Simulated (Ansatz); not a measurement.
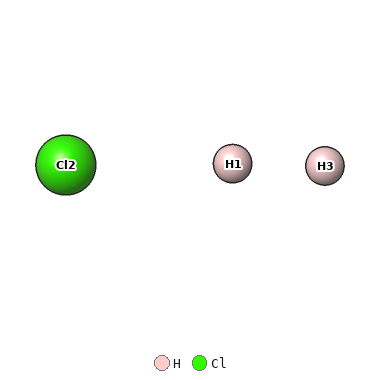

The system is the reacting system ClH2 (fragments ClH + H where the first distance is long, H₂ + Cl where the second is long), spin multiplicity 2; the picture shows the reference structure. Coordinates scanned: (1) distance H1–H3 (bond that forms); (2) distance H1–Cl2 (bond that breaks). Relaxed at each point: all other coordinates. The grid has 13 × 13 points. Points are written as (first, second). All energies are given in eV relative to a guessed transition structure relaxed with its forming and breaking bonds held. In part of the range the unrestricted reference is strongly spin-contaminated. These are results of UKS B3LYP-D4/def2-TZVP (Ansatz), not measurements.

Its coordinates:

```yaml
atoms:
  - { symbol: H, position_ang: [-0.2499, 0.0203, 0.0742] }
  - { symbol: Cl, position_ang: [1.4141, -0.1841, -0.4454] }
  - { symbol: H, position_ang: [-1.1642, 0.1638, 0.3712] }
```

Range: distance H1–H3 (bond that forms) from 0.666 to 2.466 Å; distance H1–Cl2 (bond that breaks) from 1.197 to 2.397 Å.

Q: What will the energy surface look like?

A: The lowest grid point is at (0.747 Å, 2.397 Å), −0.32 eV from a guessed transition structure relaxed with its forming and breaking bonds held. It lies in a valley that leaves the map towards separated partners. Other grid points that lie below all their neighbours: (1.750 Å, 1.325 Å) (0.25 eV higher). The highest grid point, (2.466 Å, 2.397 Å), lies 3.97 eV above the lowest. On the interpolated surface the lowest path from the side where the first distance is long, about (2.29 Å, 1.28 Å), to the side where the second distance is long, (0.747 Å, 2.397 Å), has its top at about (1.23 Å, 1.35 Å), about 0.025 eV above the start and 0.25 eV above the end.

| second ↓, first → | 0.666 | 0.747 | 0.858 | 0.984 | 1.122 | 1.269 | 1.423 | 1.584 | 1.750 | 1.922 | 2.099 | 2.280 | 2.466 |
| --- | --- | --- | --- | --- | --- | --- | --- | --- | --- | --- | --- | --- | --- |
| 2.397 | −0.18 | −0.32 | −0.15 | 0.29 | 0.89 | 1.55 | 2.18 | 2.69 | 3.06 | 3.32 | 3.48 | 3.59 | 3.65 |
| 2.273 | −0.17 | −0.31 | −0.16 | 0.26 | 0.85 | 1.48 | 2.06 | 2.54 | 2.88 | 3.11 | 3.26 | 3.36 | 3.42 |
| 2.152 | −0.15 | −0.31 | −0.17 | 0.23 | 0.79 | 1.38 | 1.91 | 2.33 | 2.64 | 2.84 | 2.97 | 3.05 | 3.11 |
| 2.035 | −0.13 | −0.30 | −0.19 | 0.19 | 0.70 | 1.24 | 1.71 | 2.08 | 2.33 | 2.50 | 2.60 | 2.67 | 2.71 |
| 1.920 | −0.09 | −0.29 | −0.20 | 0.13 | 0.59 | 1.06 | 1.46 | 1.76 | 1.96 | 2.09 | 2.17 | 2.22 | 2.25 |
| 1.809 | −0.04 | −0.26 | −0.21 | 0.06 | 0.46 | 0.85 | 1.17 | 1.40 | 1.55 | 1.65 | 1.70 | 1.74 | 1.76 |
| 1.702 | 0.05 | −0.21 | −0.22 | −0.01 | 0.30 | 0.61 | 0.85 | 1.02 | 1.13 | 1.19 | 1.24 | 1.27 | 1.28 |
| 1.599 | 0.17 | −0.13 | −0.20 | −0.08 | 0.14 | 0.36 | 0.53 | 0.64 | 0.71 | 0.76 | 0.79 | 0.81 | 0.83 |
| 1.501 | 0.36 | 0.01 | −0.15 | −0.12 | 0.01 | 0.14 | 0.24 | 0.30 | 0.35 | 0.38 | 0.40 | 0.41 | 0.42 |
| 1.409 | 0.64 | 0.22 | −0.03 | −0.10 | −0.07 | −0.02 | 0.02 | 0.05 | 0.07 | 0.09 | 0.10 | 0.11 | 0.11 |
| 1.325 | 1.01 | 0.52 | 0.18 | 0.02 | −0.04 | −0.06 | −0.07 | −0.07 | −0.07 | −0.07 | −0.07 | −0.06 | −0.06 |
| 1.251 | 1.50 | 0.93 | 0.50 | 0.25 | 0.12 | 0.04 | −0.01 | −0.04 | −0.06 | −0.07 | −0.07 | −0.07 | −0.07 |
| 1.197 | 1.98 | 1.36 | 0.86 | 0.54 | 0.35 | 0.23 | 0.16 | 0.11 | 0.08 | 0.06 | 0.05 | 0.05 | 0.05 |

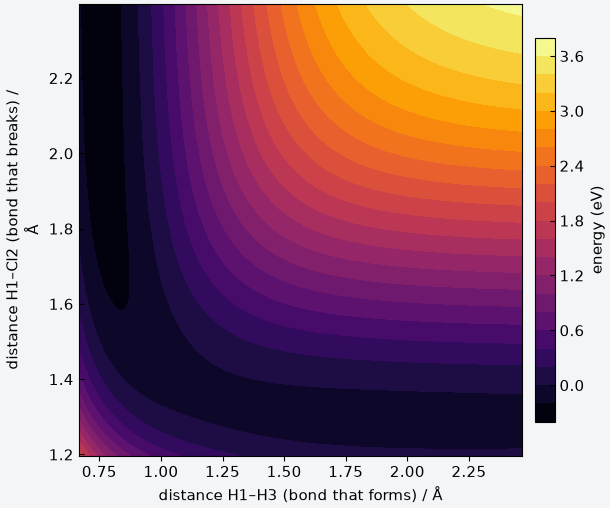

In the figure: filled contours. Between grid points the surface is interpolated.

Each point was launched as `ansatz run input.yaml --threads 1 --pin off --max-ram 2560MiB --backend cpu --events-out ev --progress --plain --runs-dir out`. Time for the 169 points that were run: 3.2 min on 1 thread of Arm Neoverse V2, with other jobs on the host.
